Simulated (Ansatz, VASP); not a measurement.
# Te2Mo: VASP beside Ansatz, part 2 of 2

Wanted: the spread between two codes on one cell, functional and k mesh. The cell is taken from a series of VASP runs on this material, whose earlier steps may have relaxed, scaled or displaced it; both programs get it as it stands. Other levels of theory on this material are compared in a session of their own. Valence electrons are named where the data sets of a main pair hold unlike numbers.

VASP 6.6.1 and Ansatz 0.2.0.

So far. Step 2 (VASP: band structure, PBE): The run ends at a pressure of 3.64 GPa, with forces up to 0.44 eV/Å.

## (3) Ansatz: band structure, PBE

Level of this step: Ansatz beside VASP: Kohn-Sham DFT, plane waves, PBE (Ansatz).

Ansatz runs on its default PAW (the set named soft_2) files.

The same cell, functional, mesh and smearing now go to Ansatz, which takes its cutoff from its data sets.

Input file input.yaml:

```yaml
crystal:
  lattice:
    - [3.5182, 0.0, 0.0]
    - [-1.7591, 3.0468505756, 0.0]
    - [0.0, 0.0, 13.9736]
  atoms:
    - { symbol: Te, position: [0.6666666667, 0.3333333333, 0.3777982746] }
    - { symbol: Te, position: [0.3333333333, 0.6666666667, 0.8777982746] }
    - { symbol: Te, position: [0.6666666667, 0.3333333333, 0.1222017254] }
    - { symbol: Te, position: [0.3333333333, 0.6666666667, 0.6222017254] }
    - { symbol: Mo, position: [0.6666666667, 0.3333333333, 0.75] }
    - { symbol: Mo, position: [0.3333333333, 0.6666666667, 0.25] }
hamiltonian:
  xc: pbe
  pseudopotentials: { kind: paw }
kpoints:
  mp_grid: { grid: [8, 8, 2] }
  band_path:
    path:
      - [0.0, 0.0, 0.0]
      - [0.14286, 0.0, 0.0]
      - [0.28571, 0.0, 0.0]
      - [0.5, 0.0, 0.0]
      - [0.47619, 0.04762, 0.0]
      - [0.40476, 0.19048, 0.0]
      - [0.35714, 0.28571, 0.0]
      - [0.28571, 0.28571, 0.0]
      - [0.19048, 0.19048, 0.0]
      - [0.04762, 0.04762, 0.0]
      - [0.0, 0.0, 0.0]
      - [0.0, 0.0, 0.14286]
      - [0.0, 0.0, 0.35714]
      - [0.0, 0.0, 0.5]
      - [0.14286, 0.0, 0.5]
      - [0.28571, 0.0, 0.5]
      - [0.5, 0.0, 0.5]
      - [0.47619, 0.04762, 0.5]
      - [0.40476, 0.19048, 0.5]
      - [0.35714, 0.28571, 0.5]
      - [0.33333, 0.33333, 0.5]
      - [0.19048, 0.19048, 0.5]
      - [0.09524, 0.09524, 0.5]
      - [0.5, 0.0, 0.5]
      - [0.5, 0.0, 0.35714]
      - [0.5, 0.0, 0.14286]
      - [0.5, 0.0, 0.0]
      - [0.33333, 0.33333, 0.14286]
      - [0.33333, 0.33333, 0.28571]
      - [0.33333, 0.33333, 0.5]
    npoints: 1
scf:
  occupations: { method: gaussian, width: 0.03 }
  n_extra_bands: 9
output:
  forces: true
  stress: true
  eigenvalues: true
```

The run is started by

```
$ ansatz run input.yaml --threads 4 --pin off --max-ram 9216MiB --backend cpu --events-out ev --progress --plain --runs-dir out
```

Numbers of over 12 decimals in the logs are rounded to 6 here.

The program printed:

```text
scf.n_extra_bands = 9 over 46 filled bands (N_el = 92.0): the run solves 55 bands
Engine: ansatz 0.2.0, aarch64-unknown-linux-gnu
Pseudopotentials: kind: paw
Pseudopotential: Te, paw, valence charge 16, recommended cutoff 420 eV (normal), Te.paw.azcp
Pseudopotential: Mo, paw, valence charge 14, recommended cutoff 420 eV (normal), Mo.paw.azcp
Functional definition: PBE
  parameter kappa = 0.804
  parameter beta = 0.066725
  exchange = pbe_x(kappa = kappa, mu = beta*pi^2/3)
  correlation = pbe_c(beta = beta)
Crystal: 6 atoms, lattice volume = 149.789 Å³
Basis set: ecut = 420 eV, 2909 PW (Γ), exchange–correlation on 48×48×192 points (8 copies of the dense FFT grid, shifted against one another)
Bands: 55, of which v1, the nominal top of the filled ones, is band 46 counted from 1 (45 counted from 0)
Symmetry: 24 space group operations
Space group: P63/mmc (ITA 194), of the structure as read, at distance tolerance 5.3e-5 Å
k-points: 20 of 128
Non-local potential: Te, projectors of the file, l = 0: 2, l = 1: 2, l = 2: 2, l = 3: 2
Non-local potential: Mo, projectors of the file, l = 0: 3, l = 1: 2, l = 2: 2, l = 3: 1
PAW form: soft (Blöchl's): semilocal exchange-correlation on the pseudo side does not see the compensation charge
PAW one-centre angular grid: Te, 590 points (default); XC on 64 Gauss nodes
PAW one-centre angular grid: Mo, 590 points (default); XC on 64 Gauss nodes
Initial density: superposition of atomic densities (neutral atoms: chi_scale 0, normalization atom), corrected by the library's trained network
Initial wavefunctions: pseudopotential atomic-orbital guess
Functional: x = pbe(κ = 0.804, μ = 0.219515), c = pbe(β = 0.066725)
SCF iter   1: F=—  HF=-37833.361285 eV  |F-HF|=—  |Δ(HF+E_count)|=         —  Δρ=4.19e-3  dr2=8.23e-3  ethr=1.77e-3  ⟨swp⟩=7.8  Hψ=4286  notcnv=0  defer=2
preconditioner: auto → Resta (q_TF=auto, 2.515 Å⁻¹)  ε∞=7.4  [insulator: Δε(μ)=0.820 eV  Ē_g=7.216 eV  σ=0.030 eV  W_gap=1.00  n_scr=52 (ndim 8)  ℏωp=18.2 eV  f_vac=0.022  D(μ)=0.00/eV (n_scr^D=0)  ε∞_Penn≈7.4]
SCF iter   2: F=—  HF=-37833.369374 eV  |F-HF|=—  |Δ(HF+E_count)|=   8.09e-3  Δρ=2.47e-3  dr2=2.81e-3  ethr=8.94e-6  ⟨swp⟩=2.1  Hψ=1796  notcnv=0  defer=25
SCF iter   3: F=—  HF=-37833.373840 eV  |F-HF|=—  |Δ(HF+E_count)|=   4.47e-3  Δρ=8.88e-4  dr2=3.09e-3  ethr=3.05e-6  ⟨swp⟩=2.0  Hψ=1516  notcnv=0  defer=25
SCF iter   4: F=—  HF=-37833.373636 eV  |F-HF|=—  |Δ(HF+E_count)|=   2.04e-4  Δρ=1.39e-4  dr2=2.32e-5  ethr=3.05e-6  ⟨swp⟩=2.0  Hψ=1169  notcnv=0  defer=25
SCF iter   5: F=—  HF=-37833.373699 eV  |F-HF|=—  |Δ(HF+E_count)|=   6.29e-5  Δρ=6.61e-5  dr2=6.64e-6  ethr=2.52e-8  ⟨swp⟩=2.0  Hψ=1415  notcnv=0  defer=25
SCF iter   6: F=—  HF=-37833.373715 eV  |F-HF|=—  |Δ(HF+E_count)|=   1.64e-5  Δρ=1.56e-5  dr2=4.16e-7  ethr=7.21e-9  ⟨swp⟩=2.0  Hψ=1417  notcnv=0  defer=25
SCF iter   7: F=-37833.373716 eV  HF=-37833.373716 eV  |F-HF|=2.09e-8  |Δ(HF+E_count)|=   5.73e-7  Δρ=4.56e-6  dr2=3.96e-8  ethr=1.09e-10  ⟨swp⟩=10.6  Hψ=4526  notcnv=0
SCF 1 converged in 7 iterations: F = -37833.373716 eV  dr2 = 3.96e-8
  greatest PAW one-centre occupation: 0.998 electrons in one spin orbital (limit 2), on the Mo atom at site 5 (counted from 0), in its partial waves of l = 0
NSCF: frozen V_eff on 30 k-points
SCF converged after 7 iterations
Free energy (F): -37833.373716 eV
Harris-Foulkes:  -37833.373716 eV  (|F-HF|=2.09e-8)
Internal energy: -37833.373716 eV  (E = F + TS)
E sigma→0 (E₀):  -37833.373716 eV
Fermi energy:    12.901348 eV
--- Per-component energies (eV) ---
  E_band       = -1145.037137
  E_kinetic    = 1611.143011
  E_local      = -7495.019782  (includes V_loc(G=0)·N_el)
  E_nonlocal   = -952.417809
  E_hartree    = 4189.973086
  E_xc         = -866.632506
  E_vxc        = -878.106942  (∫ρ·V_xc dr)
  E_paw        = -25054.100726  (= ΣΔE_a)
  E_vpaw       = -1810.587506  (= ΣTr[D̂ρ^β])
  E_aug_tail   = -0.000589  (compensation charges beyond the density's cutoff)
  E_ewald      = -9266.318401
  E_smearing   = -0.000000  (= −TS)
  E_closure    = -0.000000  (closes the sum)
  Σ components = -37833.373716   (vs F -37833.373716, Δ=0.00e0)
--- Forces (eV/Å), atoms counted from 1 ---
  atom   1  Te    -0.00000000    -0.00000000     0.42261773
  atom   2  Te    -0.00000000     0.00000000     0.42261773
  atom   3  Te     0.00000000    -0.00000000    -0.42261773
  atom   4  Te     0.00000000     0.00000000    -0.42261773
  atom   5  Mo     0.00000000    -0.00000000     0.00000000
  atom   6  Mo     0.00000000     0.00000000     0.00000000
  max |Σ_I F_I| component: 1.11e-16 eV/Å
--- Stress (GPa, compression-positive) ---
        3.382488      -0.000000       0.000000
        0.000000       3.382488       0.000000
        0.000000       0.000000       5.085044
  P = ⅓ Tr σ = 3.9500 GPa (39.500 kbar)
--- Band table (eV; the first three rows and the last of 20) ---
  k-point 0: bands = [... 42 lower, 11.4128, 11.4488, 12.1550, 12.4965, 15.3953, 15.3953, 15.5179, 15.5179, ... 5 higher]
  k-point 1: bands = [... 42 lower, 11.3963, 11.3963, 12.4107, 12.4107, 15.4327, 15.4327, 15.4327, 15.4327, ... 5 higher]
  k-point 2: bands = [... 42 lower, 11.3497, 11.4931, 12.2517, 12.3605, 14.7690, 14.8171, 14.8436, 14.9151, ... 5 higher]
  k-point 19: bands = [... 42 lower, 10.5509, 10.5509, 12.1675, 12.1675, 13.5389, 13.5389, 14.2519, 14.2519, ... 5 higher]
```

Wall time 3.7 s (4 threads of Arm Neoverse V2, shared host); peak memory 0.54 GiB.

## (4) Comparison

Known differences besides the potentials themselves: the data sets hold 92 valence electrons in Ansatz (on its default PAW (the set named soft_2) files) and 52 in VASP; the cutoff is 420 eV in Ansatz and 350 eV in VASP. Total energies have different zeros and are not compared.

Compared:

```tsv
quantity	Ansatz	VASP	difference
pressure (GPa)	3.95	3.64	+0.31
gap over the path points (eV)	0.725	0.720	+0.005
```

Forces (eV/Å; atoms numbered as in POSCAR):

```tsv
atom	Ansatz x, y, z	VASP x, y, z
Te1	0.000, 0.000, 0.423	0.000, 0.000, 0.444
Te2	0.000, 0.000, 0.423	0.000, 0.000, 0.444
Te3	0.000, 0.000, -0.423	0.000, 0.000, -0.444
Te4	0.000, 0.000, -0.423	0.000, 0.000, -0.444
Mo5	0.000, 0.000, 0.000	0.000, 0.000, 0.000
Mo6	0.000, 0.000, 0.000	0.000, 0.000, 0.000
```

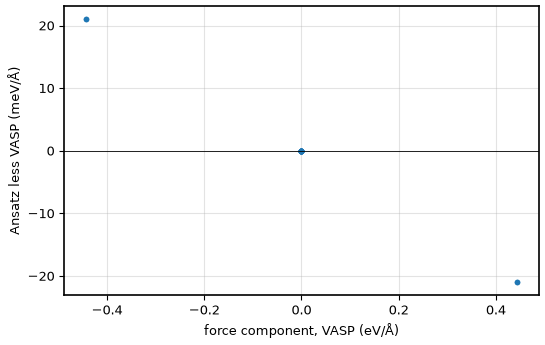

Difference of the force components against their size.

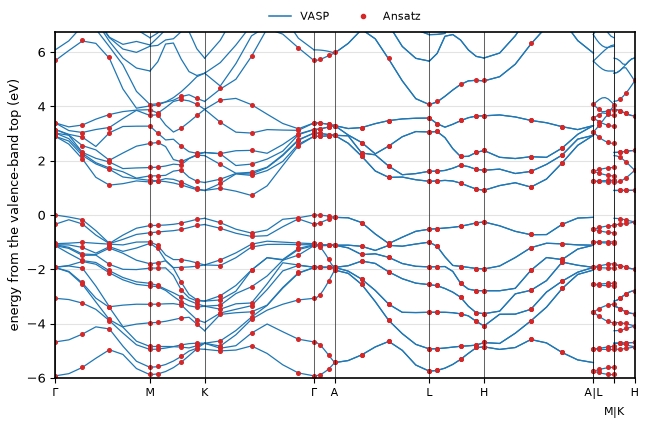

Bands from VASP (lines) and levels from Ansatz (dots). Dots without a line are higher empty bands that the VASP plot leaves out.

Levels at points of the path, from each program's valence-band top (eV; 4 filled, then empty):

```tsv
k (reciprocal lattice)	Ansatz	VASP
0.000 0.000 0.000	-1.08 -1.05 -0.34 0.00 2.90 2.90 3.02	-1.09 -1.05 -0.34 0.00 2.90 2.90 3.02
0.143 0.000 0.000	-1.19 -1.00 -0.33 -0.18 2.07 2.20 2.27	-1.19 -1.01 -0.33 -0.17 2.07 2.20 2.27
0.286 0.000 0.000	-1.16 -1.06 -1.05 -1.05 1.10 1.68 1.74	-1.17 -1.07 -1.05 -1.05 1.10 1.68 1.73
0.500 0.000 0.000	-1.04 -0.98 -0.65 -0.38 1.23 1.28 1.45	-1.04 -0.99 -0.65 -0.39 1.22 1.28 1.44
0.476 0.048 0.000	-1.23 -1.11 -0.62 -0.37 1.26 1.27 1.45	-1.23 -1.12 -0.62 -0.38 1.26 1.26 1.44
0.405 0.190 0.000	-1.93 -1.65 -0.52 -0.29 1.12 1.22 1.66	-1.93 -1.64 -0.53 -0.30 1.11 1.21 1.66
0.357 0.286 0.000	-1.89 -1.77 -0.38 -0.15 0.94 0.98 1.25	-1.89 -1.76 -0.39 -0.16 0.93 0.97 1.24
0.286 0.286 0.000	-1.86 -1.66 -0.48 -0.27 0.99 1.17 1.32	-1.86 -1.65 -0.49 -0.28 0.99 1.16 1.32
0.190 0.190 0.000	-1.18 -1.08 -0.78 -0.66 0.72 1.47 1.52	-1.18 -1.07 -0.79 -0.67 0.72 1.46 1.51
0.048 0.048 0.000	-1.08 -1.02 -0.15 -0.10 2.56 2.61 2.75	-1.09 -1.03 -0.14 -0.10 2.56 2.61 2.75
```

The forces differ by 9.9 meV/Å r.m.s., which is 4.7 % of the r.m.s. force of 0.209 eV/Å (both taken over all components). Among the levels compared at these points, filled levels agree within 12 meV and empty ones within 11 meV.

## (5) Summary of results

```
largest difference of a filled level at the path points (band structure, PBE) : 12 meV
r.m.s. force difference (band structure, PBE)                                 : 4.7 % of the r.m.s. force
```

In words: The r.m.s. force difference is 4.7 % of the r.m.s. force (band structure, PBE), beyond the 3 % picked in this series as the mark of a large difference. The data sets hold unlike numbers of valence electrons (92 in Ansatz and 52 in VASP), so part of the differences comes from the potentials. 6 further runs of this series are not shown here. Such differences can come from data sets, numerical settings and the points named under the comparisons, not from the functional's error against experiment.

[Lines on the potential files, build, host, timing and source positions are cut from VASP's logs without a mark.]

[Logs are printed without paths, hosts, clocks, repeated set-up lines and the standing remarks that a program may print on its own settings, such as how far it seeks lower states.]

[Hosts, paths, dates, database ids (printed as entryN), source tags and the programs' standing remarks are cut or masked in the printed files.]
